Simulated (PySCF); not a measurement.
## C5H9O: EPR calculation

- system: C5H9O, multiplicity 2
- method: UKS B3LYP, pcH-1 on C H O, non-relativistic, mean-field spin-orbit, GIAO (PySCF 2.14.0)

It belongs to a series of runs on one base structure; here: H removed from O.

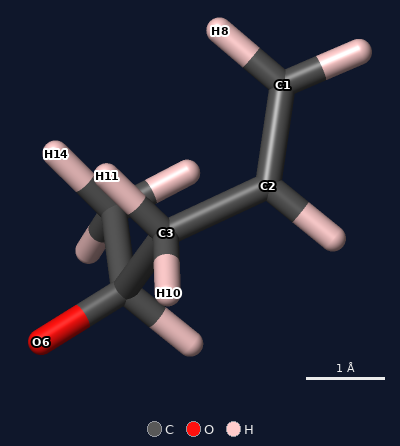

Fig. 1: The structure as given in the input (stick view, seen at a tilt; atoms are numbered from 1 in the order of the input).

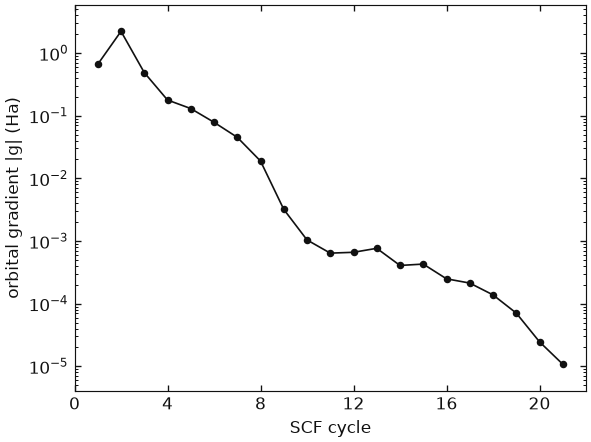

Fig. 2: Convergence of the self-consistent field: orbital gradient |g| against the SCF cycle. All cycles printed in the log are drawn one after another.

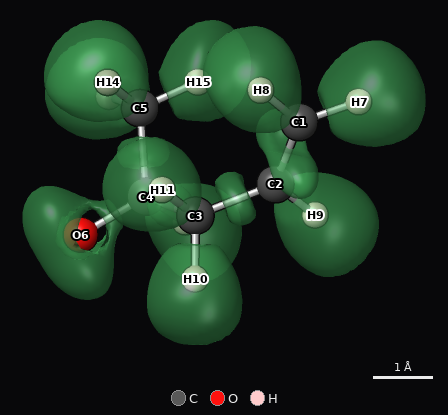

Fig. 3: Isosurface of the ELF at 0.8 (green), seen at a tilt. Core shells and regions of very low density are left out. Values along the shortest contacts: C–O (1.30 Å): the ELF peaks at about 0.90 between the atoms (a shared but strongly polarised pair). C–C (1.33 Å): the ELF peaks at about 0.95 between the atoms; a multiple bond by its length, whose ELF region spreads away from the axis.

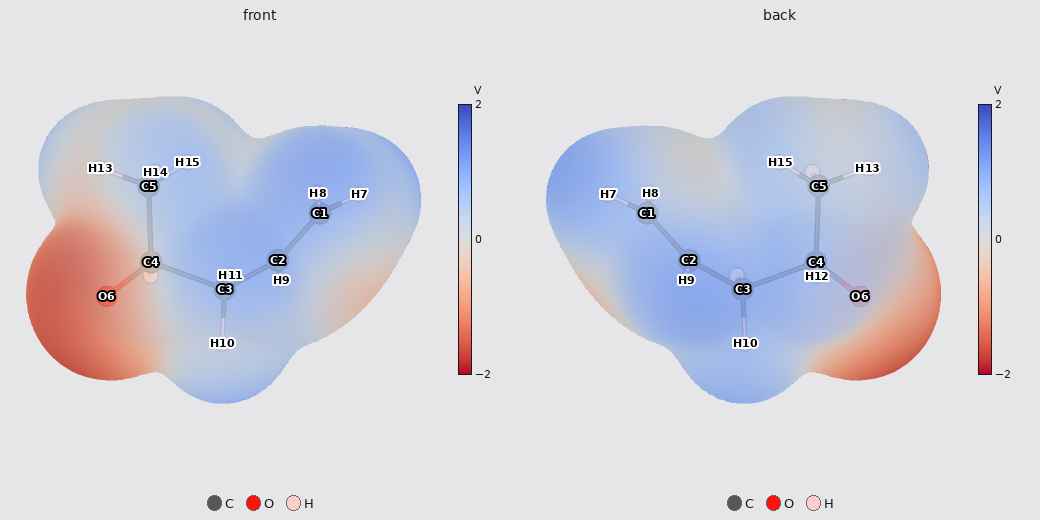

Fig. 4: The molecular electrostatic potential painted on the density surface at 0.002 e/bohr³, seen face on and from behind; the colour scale runs from red (negative) to blue (positive).

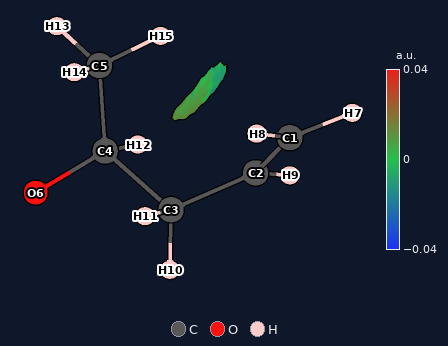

Fig. 5: Non-covalent interaction (NCI) plot: the surface where the reduced density gradient is 0.6, for densities under 0.05 a.u., coloured by sign(λ₂)ρ; seen at a tilt.

The input that produced these results follows, with the program's output.

## The input
```
{"job": {"kind": "epr", "basis": "pcH-1"}, "charge": 0, "multiplicity": 2}
C     -1.786496     0.857817    -0.827341
C     -1.397034    -0.171246    -0.086510
C     -0.218207    -1.001176    -0.393708
C      1.013225    -0.689314     0.613762
C      1.425910     0.778231     0.481010
O      1.939555    -1.576819     0.400203
H     -2.669122     1.427093    -0.592027
H     -1.245471     1.153762    -1.710860
H     -1.949158    -0.439959     0.804897
H     -0.426034    -2.063566    -0.277555
H      0.172909    -0.806520    -1.391386
H      0.519594    -0.852828     1.604179
H      2.227315     0.982583     1.187355
H      1.803042     0.973940    -0.519892
H      0.585558     1.435992     0.685960
```

The first line tells a small driver script what to run in PySCF; the rest is the geometry in Å.

Launch command:
```bash
OMP_NUM_THREADS=1 python <driver script> task.json out
```

## Log
```
UKS, coarse grid
  cycle   1  E = -270.87238447  |g| = 6.61e-01
  cycle   2  E = -266.46657883  |g| = 2.22e+00
  cycle   3  E = -270.90795126  |g| = 4.88e-01
  cycle   4  E = -271.08123802  |g| = 1.78e-01
  cycle   5  E = -271.09401704  |g| = 1.30e-01
  cycle   6  E = -271.09897162  |g| = 7.85e-02
  cycle   7  E = -271.10154106  |g| = 4.52e-02
  cycle   8  E = -271.10244306  |g| = 1.89e-02
  cycle   9  E = -271.10261346  |g| = 3.20e-03
  cycle  10  E = -271.10262078  |g| = 1.04e-03
  cycle  11  E = -271.10262307  |g| = 6.40e-04
UKS, final grid
  cycle   1  E = -271.10264247  |g| = 6.60e-04
  cycle   2  E = -271.10264385  |g| = 7.64e-04
  cycle   3  E = -271.10264460  |g| = 4.07e-04
  cycle   4  E = -271.10264614  |g| = 4.28e-04
  cycle   5  E = -271.10264976  |g| = 2.49e-04
  cycle   6  E = -271.10265103  |g| = 2.13e-04
  cycle   7  E = -271.10265229  |g| = 1.38e-04
  cycle   8  E = -271.10265254  |g| = 7.07e-05
  cycle   9  E = -271.10265257  |g| = 2.46e-05
  cycle  10  E = -271.10265257  |g| = 1.08e-05
E = -271.10265257 Eh   <S^2> = 0.7554 (exact 0.7500)
g shifts (ppm)      1          2          3
  rmc          -276       -276       -276
  gc            -11         26         53
  oz_so          23       5461      46729
  total        -264       5212      46507
hyperfine (MHz)  atom isotope    a_iso     a_fc   dipolar eigenvalues
    0   13C       6.70       6.70     -5.56     -4.69     10.25
    1   13C      -1.19      -1.19     -6.44      0.13      6.31
    2   13C      98.94      98.94    -16.95    -16.56     33.52
    3   13C     -44.69     -44.69     -7.42      3.14      4.28
    4   13C      -2.31      -2.31     -2.09     -1.65      3.73
    5   17O     -45.23     -45.23   -236.09    117.43    118.66
    6    1H      -0.42      -0.42     -2.95     -0.78      3.73
    7    1H      -2.44      -2.44     -1.66     -0.55      2.21
    8    1H       1.66       1.66     -2.46     -0.82      3.28
    9    1H     -14.16     -14.16     -9.19     -2.52     11.71
   10    1H      -8.31      -8.31     -8.74     -1.88     10.62
   11    1H     146.25     146.25     -6.83     -4.04     10.87
   12    1H       0.19       0.19     -3.47     -2.54      6.00
   13    1H       1.94       1.94     -3.25     -2.70      5.95
   14    1H       1.24       1.24     -2.55     -1.33      3.88
```

## Key numbers

- outcome: converged
- total energy: −271.102653 hartree
- ⟨S²⟩: 0.755
- isotropic g: 2.0195
- hardware: 1 CPU thread, shared host
- wall time: 50 s
- peak memory: 0.96 GiB

## Remarks

Checks after the run noted: orbitally degenerate or nearly so: second-order g, spin-orbit hyperfine and D do not apply.
